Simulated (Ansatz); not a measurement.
# CH4Si (triplet): wB97M-V, B2PLYP, PBE-QIDH, RPA-PBE over vertical spin and charge gaps and displaced geometries, cc-pVDZ

How well do these functionals follow the top wave-function level for CH4Si (triplet) over vertical spin and charge gaps and displaced geometries?

Program: Ansatz 0.2.0, Gaussian basis. Level of theory: cc-pVDZ, all electrons in the functionals, frozen cores in the correlation of double hybrids and RPA. These are calculated values, not measurements.

To be run: wB97M-V, B2PLYP, PBE-QIDH, RPA-PBE, at charge 0, triplet; charge 0, singlet; charge 0, quintet; charge 1, doublet; charge 1, quartet; displaced geometry v1; displaced geometry v2 (not every functional at every point).

17 further runs of the same task are left out: 4 that didn't finish, 13 set aside as unsound or not needed. Runs told in other sessions of the task aren't counted.

## Step 1: The geometry

The geometry is a PBE0/def2-TZVP stationary point (not a proven minimum).

6 atoms, charge 0, spin multiplicity 3.

Atoms are counted from 1 here; the program's logs count them from 0.

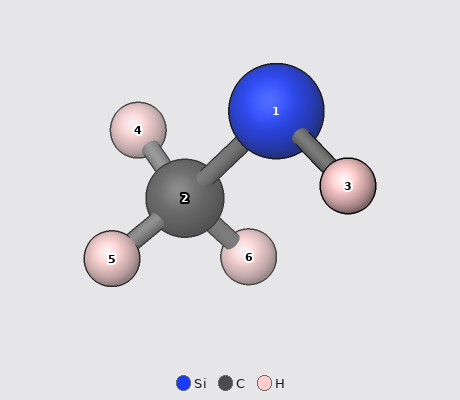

The geometry (silicon blue, carbon dark grey, hydrogen pink); atoms are numbered from 1 in the order of the file.

No dispersion term is added; wB97M-V holds VV10 nonlocal correlation.

The geometry shown and the zero of energy belong to the point charge 0, triplet. The yardstick, UCCSDT(Q), and other wave-function levels (R restricted, U unrestricted, valence and pair active spaces) come from earlier runs.

## Step 2: wB97M-V, charge 0, triplet

in.yaml

```yaml
crystal:
  periodic: [false, false, false]
  atoms:
    - {symbol: Si, position_ang: [0.000000, -0.086402, 0.646481]}
    - {symbol: C, position_ang: [0.000000, 0.079187, -1.230736]}
    - {symbol: H, position_ang: [0.000000, 1.148798, 1.480897]}
    - {symbol: H, position_ang: [0.000000, -0.911108, -1.689492]}
    - {symbol: H, position_ang: [0.890815, 0.613122, -1.569773]}
    - {symbol: H, position_ang: [-0.890815, 0.613122, -1.569773]}
basis:
  gaussian: {orbitals: cc-pVDZ}
magnetization: {spin_polarized: true, initial_magnetization: 2}
hamiltonian: {xc: {name: wB97M-V}}
output: {forces: true, orbitals: {seedname: orbitals}}
```

Command:

```console
> ansatz run in.yaml --threads 1 --pin off --events-out ev --progress --plain --max-ram 2393MiB
```

Standard output, cut to the lines that bear on the results:

```text
Functional definition: wB97M-V
  name "wB97M-V"
  cite "Mardirossian & Head-Gordon, J. Chem. Phys. 144, 214110 (2016) doi:10.1063/1.4952647"
  cite "Becke, J. Chem. Phys. 107, 8554 (1997) doi:10.1063/1.475007"
  cite "Vydrov & Van Voorhis, J. Chem. Phys. 133, 244103 (2010) doi:10.1063/1.3521275"
  # Of w^i u^j: cxij and so on, Table III.
[...]
  gx(w, u) = 1 - cx + cx01*u + cx10*w
  gss(w, u) = css00 + css04*u^4 + css10*w + css20*w^2 + css43*w^4*u^3
  gos(w, u) = cos00 + cos10*w + (cos20 + cos21*u)*w^2 + (cos60 + cos61*u)*w^6
[...]
      + integral(e_c_pw_mod_opposite_spin*gos(b97_w_opposite, b97_u_opposite)) + vv10(b, c)
487 factors; integrals over basis functions are off by at most 1.3e-3 eV
182 factors; integrals over basis functions are off by at most 9.4e-6 eV
[...]
mean field -8975.37097502 eV, -329.8387996071 hartree, gradient 7.5e-5 eV, S^2 2.000989; 0 other end points of the search recorded, 0 dependent functions left out
[...]
reference -8975.37100833 eV, -329.8388008311 hartree; 13, 11 occupied and 39, 41 virtual orbitals, 487 factors
Total energy: -8975.37100833 eV, -329.8388008311 hartree
Atom 0 at     0.000000    -0.086402     0.646481 Å, force    -0.000000    -0.140995     0.211426 eV/Å
Atom 1 at     0.000000     0.079187    -1.230736 Å, force     0.000000     0.001393     0.025707 eV/Å
Atom 2 at     0.000000     1.148798     1.480897 Å, force     0.000000     0.113029     0.064508 eV/Å
Atom 3 at     0.000000    -0.911108    -1.689492 Å, force    -0.000000    -0.241992    -0.123908 eV/Å
Atom 4 at     0.890815     0.613122    -1.569773 Å, force     0.224145     0.134282    -0.088866 eV/Å
Atom 5 at    -0.890815     0.613122    -1.569773 Å, force    -0.224145     0.134282    -0.088866 eV/Å
Dipole moment:     0.000000    -0.000424    -0.198762 e Å
```

Wall time 6 s (1 thread of AMD EPYC 7B13, shared host).

From the report: ⟨S²⟩ of the determinant 2.001 (pure triplet: 2.00).

## Step 3: wB97M-V, charge 0, singlet

Edit in.yaml of step 2 so:

```diff
@@ -11,4 +11,4 @@
   gaussian: {orbitals: cc-pVDZ}
-magnetization: {spin_polarized: true, initial_magnetization: 2}
+magnetization: {spin_polarized: true, initial_magnetization: 0}
 hamiltonian: {xc: {name: wB97M-V}}
-output: {forces: true, orbitals: {seedname: orbitals}}
+output: {orbitals: {seedname: orbitals}}
```

The command is unchanged.

Standard output, cut to the lines that bear on the results:

```text
Functional definition: wB97M-V
  name "wB97M-V"
  cite "Mardirossian & Head-Gordon, J. Chem. Phys. 144, 214110 (2016) doi:10.1063/1.4952647"
  cite "Becke, J. Chem. Phys. 107, 8554 (1997) doi:10.1063/1.475007"
  cite "Vydrov & Van Voorhis, J. Chem. Phys. 133, 244103 (2010) doi:10.1063/1.3521275"
  # Of w^i u^j: cxij and so on, Table III.
[...]
  gx(w, u) = 1 - cx + cx01*u + cx10*w
  gss(w, u) = css00 + css04*u^4 + css10*w + css20*w^2 + css43*w^4*u^3
  gos(w, u) = cos00 + cos10*w + (cos20 + cos21*u)*w^2 + (cos60 + cos61*u)*w^6
[...]
      + integral(e_c_pw_mod_opposite_spin*gos(b97_w_opposite, b97_u_opposite)) + vv10(b, c)
487 factors; integrals over basis functions are off by at most 1.3e-3 eV
182 factors; integrals over basis functions are off by at most 9.4e-6 eV
[...]
mean field -8976.09400735 eV, -329.8653705550 hartree, gradient 6.8e-6 eV, S^2 0.000000; 1 other end points of the search recorded, 0 dependent functions left out
reference -8976.09404125 eV, -329.8653718008 hartree; 12, 12 occupied and 40, 40 virtual orbitals, 487 factors
Total energy: -8976.09404125 eV, -329.8653718008 hartree
```

Run time: 6.5 s. Hardware: 1 thread of AMD EPYC 7B13, shared host.

From the report: ⟨S²⟩ of the determinant 0.000 (pure singlet: 0.00).

From charge 0, triplet: -69.8 kJ/mol.

## Step 4: wB97M-V, charge 0, quintet

Edit in.yaml of step 3 so:

```diff
@@ -11,4 +11,4 @@
   gaussian: {orbitals: cc-pVDZ}
-magnetization: {spin_polarized: true, initial_magnetization: 0}
+magnetization: {spin_polarized: true, initial_magnetization: 4}
 hamiltonian: {xc: {name: wB97M-V}}
-output: {orbitals: {seedname: orbitals}}
+output: {forces: true, orbitals: {seedname: orbitals}}
```

Same command.

Standard output, cut to the lines that bear on the results:

```text
Functional definition: wB97M-V
  name "wB97M-V"
  cite "Mardirossian & Head-Gordon, J. Chem. Phys. 144, 214110 (2016) doi:10.1063/1.4952647"
  cite "Becke, J. Chem. Phys. 107, 8554 (1997) doi:10.1063/1.475007"
  cite "Vydrov & Van Voorhis, J. Chem. Phys. 133, 244103 (2010) doi:10.1063/1.3521275"
  # Of w^i u^j: cxij and so on, Table III.
[...]
  gx(w, u) = 1 - cx + cx01*u + cx10*w
  gss(w, u) = css00 + css04*u^4 + css10*w + css20*w^2 + css43*w^4*u^3
  gos(w, u) = cos00 + cos10*w + (cos20 + cos21*u)*w^2 + (cos60 + cos61*u)*w^6
[...]
      + integral(e_c_pw_mod_opposite_spin*gos(b97_w_opposite, b97_u_opposite)) + vv10(b, c)
487 factors; integrals over basis functions are off by at most 1.3e-3 eV
182 factors; integrals over basis functions are off by at most 9.4e-6 eV
[...]
mean field -8967.01202114 eV, -329.5316137178 hartree, gradient 2.5e-5 eV, S^2 6.003080; 2 other end points of the search recorded, 0 dependent functions left out
[...]
reference -8967.01205335 eV, -329.5316149017 hartree; 14, 10 occupied and 38, 42 virtual orbitals, 487 factors
Total energy: -8967.01205335 eV, -329.5316149017 hartree
Atom 0 at     0.000000    -0.086402     0.646481 Å, force    -0.000000    -1.174339     2.714282 eV/Å
Atom 1 at     0.000000     0.079187    -1.230736 Å, force     0.000000     0.360399    -6.704901 eV/Å
Atom 2 at     0.000000     1.148798     1.480897 Å, force     0.000000     1.756033     2.790658 eV/Å
Atom 3 at     0.000000    -0.911108    -1.689492 Å, force    -0.000000    -1.440568     0.083372 eV/Å
Atom 4 at     0.890815     0.613122    -1.569773 Å, force     0.395815     0.249237     0.558295 eV/Å
Atom 5 at    -0.890815     0.613122    -1.569773 Å, force    -0.395815     0.249237     0.558295 eV/Å
Dipole moment:     0.000000     0.011357    -0.406138 e Å
```

Run time: 8.5 s. Hardware: 1 thread of AMD EPYC 7B13, shared host.

From the report: ⟨S²⟩ of the determinant 6.003 (pure quintet: 6.00).

From charge 0, triplet: +806.5 kJ/mol.

## Step 5: wB97M-V, charge 1, doublet

Edit in.yaml of step 4 so:

```diff
@@ -11,3 +11,4 @@
   gaussian: {orbitals: cc-pVDZ}
-magnetization: {spin_polarized: true, initial_magnetization: 4}
+total_charge: 1
+magnetization: {spin_polarized: true, initial_magnetization: 1}
 hamiltonian: {xc: {name: wB97M-V}}
```

The command is unchanged.

Standard output, cut to the lines that bear on the results:

```text
Functional definition: wB97M-V
  name "wB97M-V"
  cite "Mardirossian & Head-Gordon, J. Chem. Phys. 144, 214110 (2016) doi:10.1063/1.4952647"
  cite "Becke, J. Chem. Phys. 107, 8554 (1997) doi:10.1063/1.475007"
  cite "Vydrov & Van Voorhis, J. Chem. Phys. 133, 244103 (2010) doi:10.1063/1.3521275"
  # Of w^i u^j: cxij and so on, Table III.
[...]
  gx(w, u) = 1 - cx + cx01*u + cx10*w
  gss(w, u) = css00 + css04*u^4 + css10*w + css20*w^2 + css43*w^4*u^3
  gos(w, u) = cos00 + cos10*w + (cos20 + cos21*u)*w^2 + (cos60 + cos61*u)*w^6
[...]
      + integral(e_c_pw_mod_opposite_spin*gos(b97_w_opposite, b97_u_opposite)) + vv10(b, c)
487 factors; integrals over basis functions are off by at most 1.3e-3 eV
182 factors; integrals over basis functions are off by at most 9.4e-6 eV
[...]
mean field -8968.23985019 eV, -329.5767356032 hartree, gradient 2.9e-5 eV, S^2 0.751304; 0 other end points of the search recorded, 0 dependent functions left out
[...]
reference -8968.23988400 eV, -329.5767368456 hartree; 12, 11 occupied and 40, 41 virtual orbitals, 487 factors
Total energy: -8968.23988400 eV, -329.5767368456 hartree
Atom 0 at     0.000000    -0.086402     0.646481 Å, force    -0.000000     0.123358    -0.949918 eV/Å
Atom 1 at     0.000000     0.079187    -1.230736 Å, force     0.000000    -0.665318     0.712449 eV/Å
Atom 2 at     0.000000     1.148798     1.480897 Å, force    -0.000000     0.151300     0.161011 eV/Å
Atom 3 at     0.000000    -0.911108    -1.689492 Å, force    -0.000000    -0.277869    -0.113059 eV/Å
Atom 4 at     0.890815     0.613122    -1.569773 Å, force     0.376308     0.334264     0.094759 eV/Å
Atom 5 at    -0.890815     0.613122    -1.569773 Å, force    -0.376308     0.334264     0.094759 eV/Å
Dipole moment:    -0.000000    -0.011028     0.239062 e Å
```

Run time: 6 s. Hardware: 1 thread of AMD EPYC 7B13, shared host.

From the report: ⟨S²⟩ of the determinant 0.751 (pure doublet: 0.75).

From charge 0, triplet: +688.0 kJ/mol.

## Step 6: wB97M-V, charge 1, quartet

Edit in.yaml of step 5 so:

```diff
@@ -12,4 +12,4 @@
 total_charge: 1
-magnetization: {spin_polarized: true, initial_magnetization: 1}
+magnetization: {spin_polarized: true, initial_magnetization: 3}
 hamiltonian: {xc: {name: wB97M-V}}
-output: {forces: true, orbitals: {seedname: orbitals}}
+output: {orbitals: {seedname: orbitals}}
```

Same command.

Standard output, cut to the lines that bear on the results:

```text
Functional definition: wB97M-V
  name "wB97M-V"
  cite "Mardirossian & Head-Gordon, J. Chem. Phys. 144, 214110 (2016) doi:10.1063/1.4952647"
  cite "Becke, J. Chem. Phys. 107, 8554 (1997) doi:10.1063/1.475007"
  cite "Vydrov & Van Voorhis, J. Chem. Phys. 133, 244103 (2010) doi:10.1063/1.3521275"
  # Of w^i u^j: cxij and so on, Table III.
[...]
  gx(w, u) = 1 - cx + cx01*u + cx10*w
  gss(w, u) = css00 + css04*u^4 + css10*w + css20*w^2 + css43*w^4*u^3
  gos(w, u) = cos00 + cos10*w + (cos20 + cos21*u)*w^2 + (cos60 + cos61*u)*w^6
[...]
      + integral(e_c_pw_mod_opposite_spin*gos(b97_w_opposite, b97_u_opposite)) + vv10(b, c)
487 factors; integrals over basis functions are off by at most 1.3e-3 eV
182 factors; integrals over basis functions are off by at most 9.4e-6 eV
[...]
mean field -8963.66587369 eV, -329.4086450672 hartree, gradient 5.7e-5 eV, S^2 3.754973; 0 other end points of the search recorded, 0 dependent functions left out
reference -8963.66590645 eV, -329.4086462710 hartree; 13, 10 occupied and 39, 42 virtual orbitals, 487 factors
Total energy: -8963.66590645 eV, -329.4086462710 hartree
```

It took 5.5 s on 1 thread of AMD EPYC 7B13, shared host.

From the report: ⟨S²⟩ of the determinant 3.755 (pure quartet: 3.75).

From charge 0, triplet: +1129.4 kJ/mol.

## Step 7: wB97M-V, displaced geometry v1

in.yaml

```yaml
crystal:
  periodic: [false, false, false]
  atoms:
    - {symbol: Si, position_ang: [0.003444, -0.082090, 0.653889]}
    - {symbol: C, position_ang: [0.002611, 0.067356, -1.234481]}
    - {symbol: H, position_ang: [0.050575, 1.196278, 1.434539]}
    - {symbol: H, position_ang: [-0.052202, -0.926443, -1.706048]}
    - {symbol: H, position_ang: [0.796229, 0.613967, -1.637817]}
    - {symbol: H, position_ang: [-0.921691, 0.600948, -1.600634]}
basis:
  gaussian: {orbitals: cc-pVDZ}
magnetization: {spin_polarized: true, initial_magnetization: 2}
hamiltonian: {xc: {name: wB97M-V}}
output: {forces: true, orbitals: {seedname: orbitals}}
```

Launched as before.

Standard output, cut to the lines that bear on the results:

```text
Functional definition: wB97M-V
  name "wB97M-V"
  cite "Mardirossian & Head-Gordon, J. Chem. Phys. 144, 214110 (2016) doi:10.1063/1.4952647"
  cite "Becke, J. Chem. Phys. 107, 8554 (1997) doi:10.1063/1.475007"
  cite "Vydrov & Van Voorhis, J. Chem. Phys. 133, 244103 (2010) doi:10.1063/1.3521275"
  # Of w^i u^j: cxij and so on, Table III.
[...]
  gx(w, u) = 1 - cx + cx01*u + cx10*w
  gss(w, u) = css00 + css04*u^4 + css10*w + css20*w^2 + css43*w^4*u^3
  gos(w, u) = cos00 + cos10*w + (cos20 + cos21*u)*w^2 + (cos60 + cos61*u)*w^6
[...]
      + integral(e_c_pw_mod_opposite_spin*gos(b97_w_opposite, b97_u_opposite)) + vv10(b, c)
487 factors; integrals over basis functions are off by at most 1.3e-3 eV
182 factors; integrals over basis functions are off by at most 8.6e-6 eV
[...]
mean field -8975.27817771 eV, -329.8353893687 hartree, gradient 3.0e-5 eV, S^2 2.000984; 0 other end points of the search recorded, 0 dependent functions left out
[...]
reference -8975.27821099 eV, -329.8353905919 hartree; 13, 11 occupied and 39, 41 virtual orbitals, 487 factors
Total energy: -8975.27821099 eV, -329.8353905919 hartree
Atom 0 at     0.003444    -0.082090     0.653889 Å, force     0.085667     0.161007    -0.063987 eV/Å
Atom 1 at     0.002611     0.067356    -1.234481 Å, force    -2.671400    -0.696055     0.057466 eV/Å
Atom 2 at     0.050575     1.196278     1.434539 Å, force    -0.015441    -0.043334     0.068214 eV/Å
Atom 3 at    -0.052202    -0.926443    -1.706048 Å, force     0.201914     0.012358     0.068784 eV/Å
Atom 4 at     0.796229     0.613967    -1.637817 Å, force     1.939562     0.931580    -0.608480 eV/Å
Atom 5 at    -0.921691     0.600948    -1.600634 Å, force     0.459699    -0.365557     0.478003 eV/Å
Dipole moment:    -0.011564    -0.011700    -0.183610 e Å
```

It took 6 s on 1 thread of AMD EPYC 7B13, shared host.

From the report: ⟨S²⟩ of the determinant 2.001 (pure triplet: 2.00).

From charge 0, triplet: +9.0 kJ/mol.

## Step 8: wB97M-V, displaced geometry v2

in.yaml

```yaml
crystal:
  periodic: [false, false, false]
  atoms:
    - {symbol: Si, position_ang: [0.048902, -0.082285, 0.646032]}
    - {symbol: C, position_ang: [-0.115972, 0.091677, -1.219591]}
    - {symbol: H, position_ang: [-0.039352, 1.128865, 1.483861]}
    - {symbol: H, position_ang: [0.043756, -0.986311, -1.668314]}
    - {symbol: H, position_ang: [0.831513, 0.518786, -1.651477]}
    - {symbol: H, position_ang: [-0.816587, 0.539049, -1.632512]}
basis:
  gaussian: {orbitals: cc-pVDZ}
magnetization: {spin_polarized: true, initial_magnetization: 2}
hamiltonian: {xc: {name: wB97M-V}}
output: {orbitals: {seedname: orbitals}}
```

The command is unchanged.

Standard output, cut to the lines that bear on the results:

```text
Functional definition: wB97M-V
  name "wB97M-V"
  cite "Mardirossian & Head-Gordon, J. Chem. Phys. 144, 214110 (2016) doi:10.1063/1.4952647"
  cite "Becke, J. Chem. Phys. 107, 8554 (1997) doi:10.1063/1.475007"
  cite "Vydrov & Van Voorhis, J. Chem. Phys. 133, 244103 (2010) doi:10.1063/1.3521275"
  # Of w^i u^j: cxij and so on, Table III.
[...]
  gx(w, u) = 1 - cx + cx01*u + cx10*w
  gss(w, u) = css00 + css04*u^4 + css10*w + css20*w^2 + css43*w^4*u^3
  gos(w, u) = cos00 + cos10*w + (cos20 + cos21*u)*w^2 + (cos60 + cos61*u)*w^6
[...]
      + integral(e_c_pw_mod_opposite_spin*gos(b97_w_opposite, b97_u_opposite)) + vv10(b, c)
486 factors; integrals over basis functions are off by at most 1.3e-3 eV
182 factors; integrals over basis functions are off by at most 9.9e-6 eV
[...]
mean field -8974.44227819 eV, -329.8046706279 hartree, gradient 2.7e-5 eV, S^2 2.001005; 0 other end points of the search recorded, 0 dependent functions left out
reference -8974.44231143 eV, -329.8046718497 hartree; 13, 11 occupied and 39, 41 virtual orbitals, 486 factors
Total energy: -8974.44231143 eV, -329.8046718497 hartree
```

Wall time 5.5 s (1 thread of AMD EPYC 7B13, shared host).

From the report: ⟨S²⟩ of the determinant 2.001 (pure triplet: 2.00).

From charge 0, triplet: +89.6 kJ/mol.

## Step 9: B2PLYP, charge 0, triplet

in.yaml

```yaml
crystal:
  periodic: [false, false, false]
  atoms:
    - {symbol: Si, position_ang: [0.000000, -0.086402, 0.646481]}
    - {symbol: C, position_ang: [0.000000, 0.079187, -1.230736]}
    - {symbol: H, position_ang: [0.000000, 1.148798, 1.480897]}
    - {symbol: H, position_ang: [0.000000, -0.911108, -1.689492]}
    - {symbol: H, position_ang: [0.890815, 0.613122, -1.569773]}
    - {symbol: H, position_ang: [-0.890815, 0.613122, -1.569773]}
basis:
  gaussian: {orbitals: cc-pVDZ}
magnetization: {spin_polarized: true, initial_magnetization: 2}
hamiltonian: {xc: {name: B2PLYP}}
correlation: {electrons: outside_noble_gas}
```

Same command.

Standard output, cut to the lines that bear on the results:

```text
Functional definition: B2PLYP
  name "B2PLYP"
  cite "Grimme, J. Chem. Phys. 124, 034108 (2006) doi:10.1063/1.2148954"
  cite "Becke, Phys. Rev. A 38, 3098 (1988) doi:10.1103/PhysRevA.38.3098"
  cite "Lee, Yang & Parr, Phys. Rev. B 37, 785 (1988) doi:10.1103/PhysRevB.37.785"
[...]
487 factors; integrals over basis functions are off by at most 1.3e-3 eV
[...]
mean field -8970.18074476 eV, -329.6480621631 hartree, gradient 9.1e-6 eV, S^2 2.002735; 0 other end points of the search recorded, 0 dependent functions left out
6 core orbitals not correlated: weight in the atoms' cores, before any rotation towards them, 1.000 or more for the frozen orbitals, at most 0.000 for the correlated occupied ones
reference -8970.18087462 eV, -329.6480669351 hartree; 7, 5 occupied and 39, 41 virtual orbitals, 487 factors
second order -7.25888874 eV of doubles, -0.00000000 eV of singles
Total energy: -8972.14077458 eV, -329.7200919302 hartree
```

Run time: 1.6 s. Hardware: 1 thread of AMD EPYC 7B13, shared host.

From the report: ⟨S²⟩ of the determinant 2.003 (pure triplet: 2.00).

## Step 10: B2PLYP, charge 0, singlet

Edit in.yaml of step 9 so:

```diff
@@ -11,3 +11,3 @@
   gaussian: {orbitals: cc-pVDZ}
-magnetization: {spin_polarized: true, initial_magnetization: 2}
+magnetization: {spin_polarized: true, initial_magnetization: 0}
 hamiltonian: {xc: {name: B2PLYP}}
```

The command is unchanged.

Standard output, cut to the lines that bear on the results:

```text
Functional definition: B2PLYP
  name "B2PLYP"
  cite "Grimme, J. Chem. Phys. 124, 034108 (2006) doi:10.1063/1.2148954"
  cite "Becke, Phys. Rev. A 38, 3098 (1988) doi:10.1103/PhysRevA.38.3098"
  cite "Lee, Yang & Parr, Phys. Rev. B 37, 785 (1988) doi:10.1103/PhysRevB.37.785"
[...]
487 factors; integrals over basis functions are off by at most 1.3e-3 eV
[...]
mean field -8970.61465089 eV, -329.6640079194 hartree, gradient 5.6e-6 eV, S^2 0.441488; 5 other end points of the search recorded, 0 dependent functions left out
6 core orbitals not correlated: weight in the atoms' cores, before any rotation towards them, 1.000 or more for the frozen orbitals, at most 0.000 for the correlated occupied ones
reference -8970.61477917 eV, -329.6640126335 hartree; 6, 6 occupied and 40, 40 virtual orbitals, 487 factors
second order -7.47167723 eV of doubles, -0.00000000 eV of singles
Total energy: -8972.63213203 eV, -329.7381489834 hartree
```

Wall time 3.5 s (1 thread of AMD EPYC 7B13, shared host).

From the report: ⟨S²⟩ of the determinant 0.441 (pure singlet: 0.00).

From charge 0, triplet: -47.4 kJ/mol.

## Step 11: B2PLYP, charge 0, quintet

Edit in.yaml of step 10 so:

```diff
@@ -11,3 +11,3 @@
   gaussian: {orbitals: cc-pVDZ}
-magnetization: {spin_polarized: true, initial_magnetization: 0}
+magnetization: {spin_polarized: true, initial_magnetization: 4}
 hamiltonian: {xc: {name: B2PLYP}}
```

Same command.

Standard output, cut to the lines that bear on the results:

```text
Functional definition: B2PLYP
  name "B2PLYP"
  cite "Grimme, J. Chem. Phys. 124, 034108 (2006) doi:10.1063/1.2148954"
  cite "Becke, Phys. Rev. A 38, 3098 (1988) doi:10.1103/PhysRevA.38.3098"
  cite "Lee, Yang & Parr, Phys. Rev. B 37, 785 (1988) doi:10.1103/PhysRevB.37.785"
[...]
487 factors; integrals over basis functions are off by at most 1.3e-3 eV
[...]
mean field -8962.00897235 eV, -329.3477550660 hartree, gradient 4.5e-6 eV, S^2 6.005358; 2 other end points of the search recorded, 0 dependent functions left out
6 core orbitals not correlated: weight in the atoms' cores, before any rotation towards them, 1.000 or more for the frozen orbitals, at most 0.000 for the correlated occupied ones
reference -8962.00910021 eV, -329.3477597648 hartree; 8, 4 occupied and 38, 42 virtual orbitals, 487 factors
second order -7.00487582 eV of doubles, -0.00000000 eV of singles
Total energy: -8963.90041668 eV, -329.4172643632 hartree
```

Run time: 2.2 s. Hardware: 1 thread of AMD EPYC 7B13, shared host.

From the report: ⟨S²⟩ of the determinant 6.005 (pure quintet: 6.00).

From charge 0, triplet: +795.1 kJ/mol.

(Part 1 of 2 ends here.)
